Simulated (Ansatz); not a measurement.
# BiH₂I with the probe HF: a probe moved round a molecule

A grid of calculations on BiH₂I with the probe HF, to see where the energy is lowest and how it rises around there.

Computed with Ansatz 0.2.0. Level: RHF-MP2, frozen core/def2-SVPD.

**1. Where the work starts**

4 atoms, charge 0, spin multiplicity 1.

Atoms are counted from 1 here; the program's logs count them from 0.

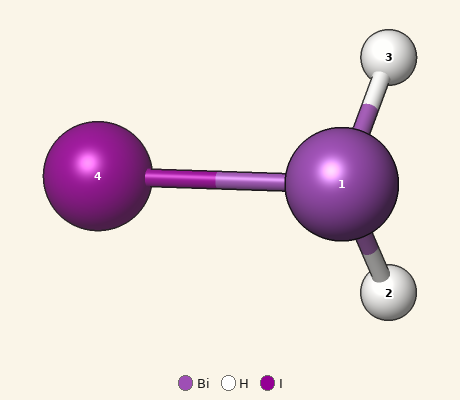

The starting geometry (colours as in the key); atoms are numbered from 1 in the order of the file.

Geometry (Å):

```xyz
4
BiH2I
Bi    0.1051    0.1931    0.9086
H     1.5470    0.1640   -0.1384
H    -0.5818    1.4413   -0.1631
I    -1.0702   -1.7984   -0.6071
```

**4. Setting up the map**

The probe is moved over a plane parallel to the molecule's main plane, 2.64 Å above it (x and y are the axes of that plane, centred on the molecule).

First coordinate, x of the probe's F atom: 15 values from −3.43 Å. Second coordinate, y of the probe's F atom: 13 values from −2.94 Å.

Nothing else is relaxed (molecule and probe rigid, the probe upright with F nearest the plane). Energies count from molecule and probe far apart, each relaxed in its own basis (no counterpoise correction). Points are written as (first, second).

The probe HF moves over a plane: parallel to the molecule's main plane, 2.64 Å above it. The molecule is turned into the frame of its main axes, as the inputs below show.

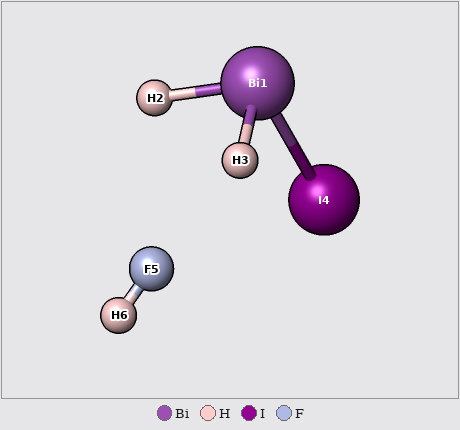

The geometry at (0.49 Å, −0.49 Å).

(The set-up runs are not shown.)

**5. Grid point (−2.45 Å, 0.00 Å)**

The input, input.yaml:

```yaml
crystal:
  periodic: [false, false, false]
  atoms:
    - { symbol: Bi, position_ang: [-0.421166, -1.0e-06, -0.817508] }
    - { symbol: H, position_ang: [-0.925363, -1.253482, 0.344296] }
    - { symbol: H, position_ang: [-0.925349, 1.253488, 0.344294] }
    - { symbol: I, position_ang: [2.271878, -5.0e-06, 0.128918] }
    - { symbol: F, position_ang: [-2.45, 0.0, 2.64] }
    - { symbol: H, position_ang: [-2.45, 0.0, 3.563278] }
basis:
  gaussian: { orbitals: def2-SVPD }
hamiltonian:
  xc: hf
output:
  forces: true
correlation:
  method: mp2
```

The run is started by

```console
$ ansatz run input.yaml --threads 1 --pin off --max-ram 2560MiB --backend cpu --events-out ev --progress --plain --runs-dir out
```

The session goes on with these runs: the other points that were computed.

Q: Predict the outcome of this session. Wanted: lowest point; highest computed point; dipole moment.

The runs gave:

| quantity | value |
| --- | --- |
| lowest point | (−2.45 Å, 0.00 Å), −433 cm⁻¹ |
| highest computed point | (2.45 Å, 0.00 Å), 5469 cm⁻¹ above the lowest |
| dipole moment (D) | 2.20 at (3.43 Å, 0.00 Å) to 3.13 at (−1.47 Å, 0.00 Å); 3.08 at the lowest point |
| time for the whole task | 28 min on 1 thread, shared host |

What this shows: The lowest computed point is at (−2.45 Å, 0.00 Å), −433 cm⁻¹ from molecule and probe far apart, each relaxed in its own basis (no counterpoise correction). The grid is coarse, so the lowest point of the scanned range may lie between grid points; coordinates that were held can hide deeper minima. No other kind of well shows on this grid. The highest computed point, (2.45 Å, 0.00 Å), lies 5469 cm⁻¹ above the lowest. Near the minimum the curvatures are about 0.007 and 0.035 eV/Å² along the soft and the stiff direction. No counterpoise correction was made, so wells between separate parts tend to come out somewhat too deep.
